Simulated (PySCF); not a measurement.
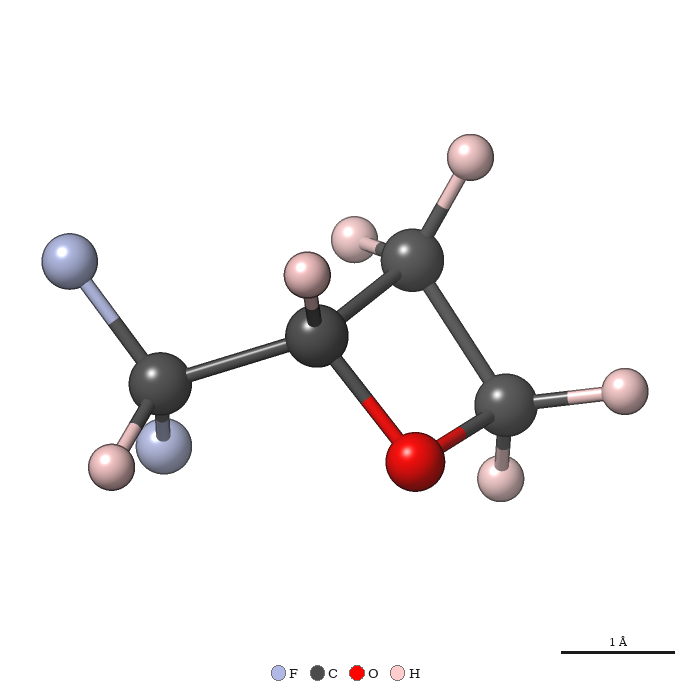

A ball-and-stick model of a molecule. Every bond is drawn as one stick, whatever its order.

Count the atoms of each element.

C₄H₆F₂O, 13 atoms: 4 carbon, 6 hydrogen, 2 fluorine and 1 oxygen.

Count the bonded pairs by element.

6 C–H, 3 C–C, 2 C–F, 2 C–O.

Give a SMILES string for it.

FC(F)[C@@H]1CCO1

Name some functional groups or characteristic bonds that it holds.

Among them: ether, C–F bond.

Describe its rings.

Independent rings (smallest set): 1 of 4 members.

More results for the same structure follow; atom numbers are the same in all pictures, views and colours differ. The geometry was computed by an optimisation with PBE0-D3(BJ)/def2-SVP. No frequency run is at hand to confirm it as a minimum.

### Symmetry

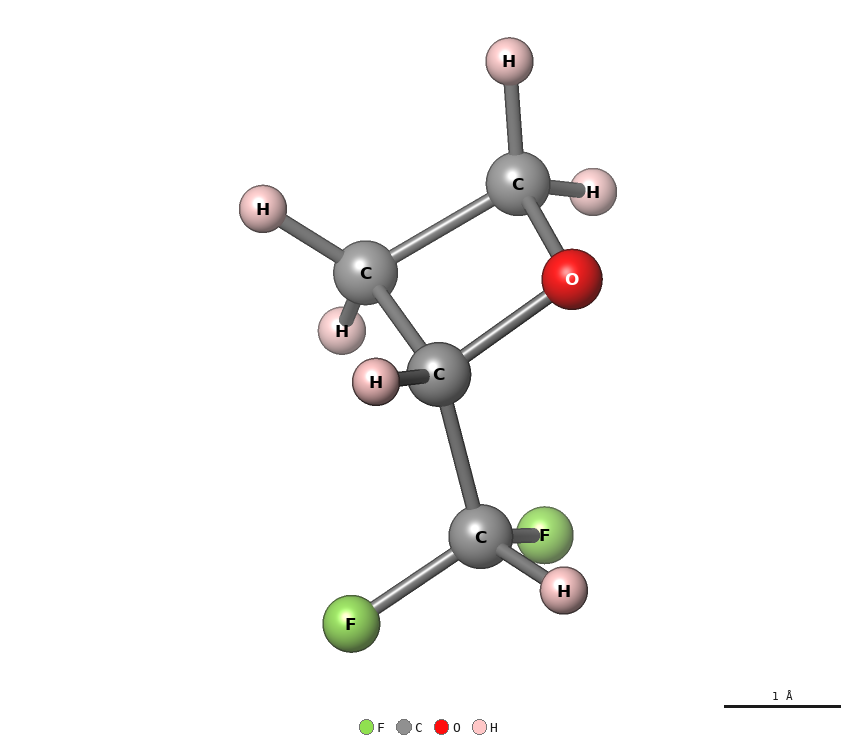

Distant atoms are faded towards the background colour. No frequency run is at hand to confirm it as a minimum. Masses are those of the most abundant isotopes; constants are for the rigid equilibrium geometry.

Classify the rotor and give the rotational constants (cm⁻¹).

An asymmetric top (C1): A = 0.172, B = 0.0666, C = 0.0627 cm⁻¹. Ray's parameter κ is −0.93, close to the prolate limit.

### Spin–spin coupling

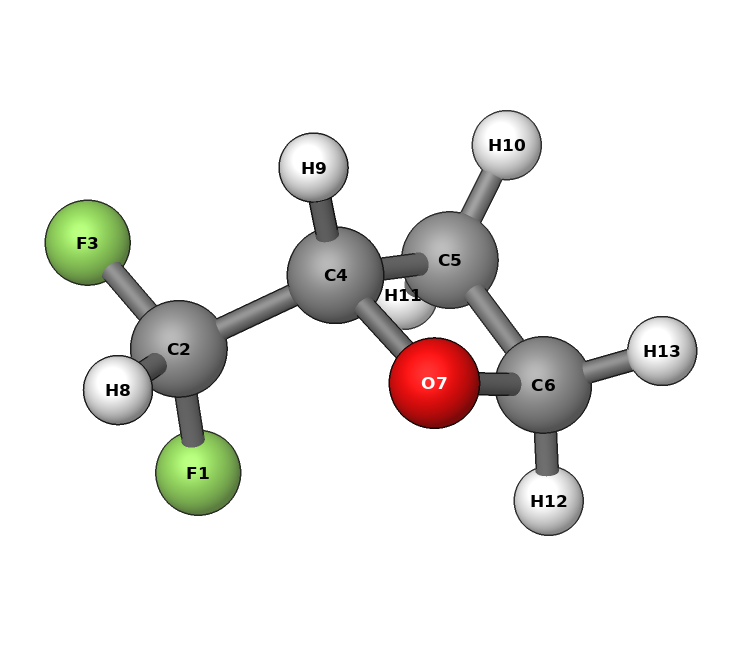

No frequency run is at hand to confirm it as a minimum. Method: B3LYP/cc-pVTZ indirect spin-spin coupling, non-relativistic, gas phase (PySCF 2.14.0). Isotopes: 13C, 19F, 1H, 17O.

Give the spin–spin coupling constants of these pairs, with the number of bonds between them: F1/C2, F1/H8, F3/H8, F3/H9.

```csv
pair,bonds apart,J (Hz)
"F1, C2",1,−296.4
"F1, H8",2,50.0
"F3, H8",2,46.0
"F3, H9",3,−1.5
```

Density functionals are unreliable for couplings to fluorine, so those rows may be far off.

### Quadrupole coupling

No frequency run is at hand to confirm it as a minimum. Electric field gradients from the ground-state density, KT2/pcJ-1 (PySCF 2.14.0), non-relativistic apart from any core potentials.

Give the largest field-gradient component, the quadrupole coupling constant and the asymmetry for 17O at O7 (Q = −25.6 mb), 2H at H8 (Q = 2.86 mb), 2H at H9 (Q = 2.86 mb).

| atom | V_zz (a.u.) | e²qQ/h (MHz) | η |
| --- | --- | --- | --- |
| O7 | −2.031 | 12.22 | 0.83 |
| H8 | 0.255 | 0.171 | 0.03 |
| H9 | 0.263 | 0.177 | 0.03 |

### Electronic properties

No frequency run is at hand to confirm it as a minimum. Level of theory: B3LYP/pcJ-0, gas phase (PySCF 2.14.0).

Predict the main results.

- dipole moment: 1.78 D
- HOMO energy (Kohn–Sham orbital): −7.21 eV
- LUMO energy (Kohn–Sham orbital): 2.04 eV
- HOMO–LUMO gap: 9.25 eV
